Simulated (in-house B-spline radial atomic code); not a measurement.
**RPA and GW calculation for Yb**

- system: Yb, configuration [Xe] 4f14 6s2.
- method: RPA, second-order and SOSEX correlation energies and G0W0 (contour deformation) on a scalar-relativistic (spin-free one-electron X2C) mean field, all electrons, B-spline basis (in-house B-spline radial atomic code)

**The input**
```
Z = 70
electrons = 70.0
configuration = [Xe] 4f14 6s2
hamiltonian = x2c
method = lc_wpbe
lmax = 9
rms_radius = 5.3108
spin_polarised = False
box_radius = 40.0
intervals = 72
ion_configuration = [Xe] 4f14 6s1
```

Hardware: 1 CPU thread, shared host.

Launched within a batch (the task file carries these settings):
```bash
python <driver script> task.json out
```

The program writes its results to a structured record and prints no log; tables and figures of this report are taken from that record.

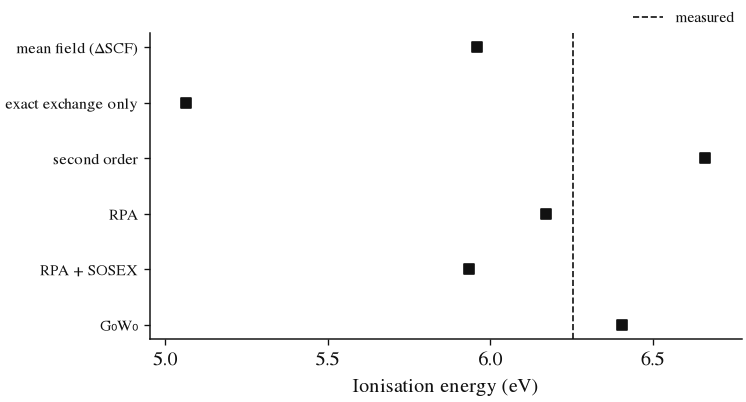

**Figure 1.** The ionisation energy of Yb ([Xe] 4f¹⁴ 6s² → [Xe] 4f¹⁴ 6s) across levels of theory. All-electron spherical atom, scalar X2C, LC-wPBE start, no spin-orbit coupling, Breit or QED terms; computed with a B-spline radial code. Differences of total energies, each species on its own start, beside the G₀W₀ level. The values run from 5.06 eV (exact exchange only) to 6.66 eV (second order). The measured value is 6.25 eV; nearest to it come RPA (−0.08) and G₀W₀ (+0.15), furthest exact exchange only (−1.19 eV).

```tsv
Method	Ionisation energy (eV)
mean field (ΔSCF)	5.96
exact exchange only	5.06
second order	6.66
RPA	6.17
RPA + SOSEX	5.94
G₀W₀	6.40
```

**Summary**

| quantity | value |
| --- | --- |
| outcome | converged |
| mean-field total energy | −14059.58040 hartree |
| total energy with exact exchange alone | −14054.59964 hartree |
| exact exchange energy | −292.33256 hartree |
| RPA correlation, extrapolated in the angular momentum of the empty orbitals | −6.36400 hartree |
| RPA correlation, as summed | −6.21804 hartree |
| direct second-order term | −7.80210 hartree |
| second-order exchange term | 1.88143 hartree |
| SOSEX term | 1.70436 hartree |
| wall time | 30 s |

**Remarks**

To bear in mind: spin-orbit coupling, Breit and QED terms are absent.
